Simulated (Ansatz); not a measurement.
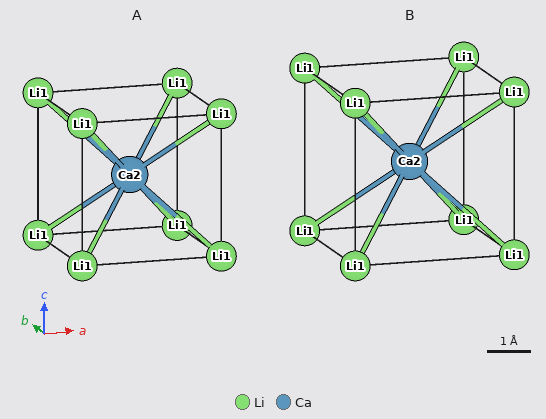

Two geometries of solid LiCa (built on the caesium chloride_221 type) (coarse preliminary run), drawn at one scale. One is the start of a relaxation, the other its converged end. The picture is a ball-and-stick view of the cell of the calculation, seen slightly off an axis.

The calculation used Ansatz, DFT PBE, scalar-relativistic, plane waves, PAW. (plane-wave cutoff 420 eV; k-point mesh 6 × 6 × 6; occupations gaussian; smearing width 0.1 eV; no spin polarisation; cell and atoms relaxed; force threshold 0.04 eV/Å; at most 70 steps)

Which geometry has the lower energy?

Structure B is the relaxed one. Case: caesium chloride type (Pm-3m, No. 221). The atoms keep their places relative to the cell (all moves are under 0.005 Å). The drawn cell changes as follows: a = b = c 3.460 → 3.955 Å (+14.3 %); the volume changes by +49.4 %. Some distances before and after: Ca2–Ca2 3.460 → 3.955 Å, Li1–Ca2 2.996 → 3.425 Å. The space group stays Pm-3m (No. 221). Over 4 accepted moves (5 points after the start) the energy falls by 323 meV per atom. All forces vanish by symmetry, so only the cell relaxes. The pressure goes from 13.42 to 0.16 GPa. The SCF was repeated once at an unchanged geometry on a basis and grid sized afresh for the cell, which shifted the energy by 2.9 meV per atom at most. Cost: 5.4 s on 1 thread of Arm Neoverse V1, with other jobs on the host, peak memory 0.29 GiB.
